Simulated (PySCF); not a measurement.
```tsv
atom	x (Å)	y (Å)	z (Å)
F	-0.7804	-0.1046	-1.5217
C	-1.7560	0.1034	-0.5594
Ge	-0.8657	0.9167	1.0224
C	0.7184	-0.1640	1.4564
Ge	1.7606	-0.7007	-0.1366
H	-2.5183	0.7411	-1.0117
H	-2.1951	-0.8740	-0.3446
H	-0.4923	2.3290	0.6677
H	-1.8660	0.9841	2.1511
H	1.3644	0.4043	2.1261
H	0.4107	-1.0599	1.9966
H	3.1186	-1.1384	0.3377
H	1.1455	-1.8628	-0.8357
H	1.9550	0.4253	-1.0905
```

Geometry: GFN2-xTB.

All numbers below come from CAM-B3LYP/def2-SVPD, SCF density, gas phase (PySCF 2.14.0).

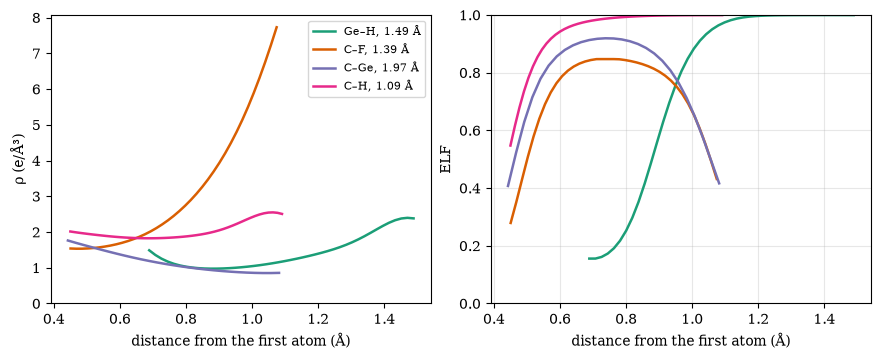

C$_{2}$H$_{9}$FGe$_{2}$ (SMILES F[CH2][GeH2][CH2][GeH3]). Total electron density and electron localisation function along straight lines between neighbouring atoms. The curves leave out the atomic cores.

### Compare the contacts.

Ge–H (1.49 Å): the density is about 1.2 e/Å³ at the midpoint; the ELF climbs to about 1 towards the hydrogen.
C–F (1.39 Å): ρ is about 2 e/Å³ halfway, with its minimum of 1.5 e/Å³ about 0.5 Å from C; the ELF peaks at about 0.85 between the atoms: a polar covalent bond.
C–Ge (1.97 Å): ρ at the midpoint is about 0.86 e/Å³; the ELF peaks at about 0.90 in the valence shell of C, 0.7 Å from its nucleus, and is about 0.70 at the midpoint.
C–H (1.09 Å): the density is about 1.9 e/Å³ at the midpoint; the ELF climbs to about 1 towards the hydrogen: a covalent bond by its length.
